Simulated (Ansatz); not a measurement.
Geometry optimisation.

Program: Ansatz.

```
crystal:
  lattice:
    - [5.439659, 0.0, 0.0]
    - [0.0, 5.439659, 0.0]
    - [0.0, 0.0, 14.0]
  atoms:
    - { symbol: Cd, position: [0.5, 0.0, 0.5] }
    - { symbol: Cd, position: [0.0, 0.5, 0.5] }
    - { symbol: C, position: [0.0, 0.0, 0.5] }
  periodic: [true, true, false]
basis:
  ecutwfc: 420
kpoints:
  mp_grid: { grid: [4, 4, 1] }
hamiltonian:
  xc: pbe
scf:
  occupations: { method: gaussian, width: 0.1 }
  lower_state_search: "off"
output:
  forces: true
  stress: true
  eigenvalues: true
relax:
  adjacent_minimum: "off"
  f_tol: 0.04
  max_steps: 70
  cell: { stress_2d_tol: 0.16 }
```

Command:
```bash
ansatz run input.yaml --threads 1 --pin off --max-ram 2048MiB --backend cpu --events-out ev --progress --plain --runs-dir out
```

Question: How does the optimisation go?

Answer: The optimisation met its thresholds at geometry 8, counting the start as the first. The energy fell by about 910 meV/atom from the first step to the last. All forces vanish by symmetry, so only the cell moves. The volume shrinks from 234.7 to 142.0 Å³ per atom (−40 %).

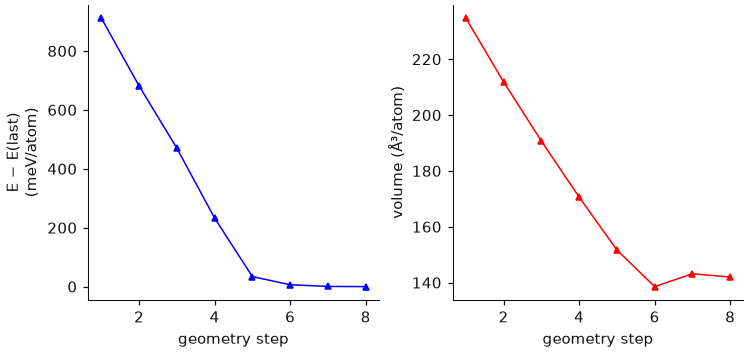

History of the run, step by step. A closing SCF on a freshly chosen basis isn't drawn.
